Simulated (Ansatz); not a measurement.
Base system: PbS in the zinc blende structure (space group F-43m, No. 216; a = 6.543 Å; a hypothetical phase, not in the database extracts checked).

The same geometry is solved again with PBEsol+SOC.

Levels (all Ansatz, a program for electronic structure, PAW): PBEsol+SOC (420 eV, with spin-orbit coupling); PBEsol (420 eV, spin-orbit coupling left out).

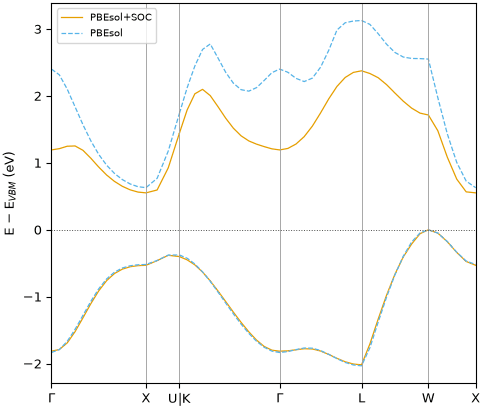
*Highest valence and lowest conduction band along the path, each from its own valence-band maximum*

The gap is 0.55 eV, indirect, W → X; the base has 0.63 eV.

Single points use the geometry relaxed with PBEsol. The spin-orbit shifts are approximate. Spin-orbit coupling, missing from the scalar runs, can matter with Pb. Stability against distortions was not tested.
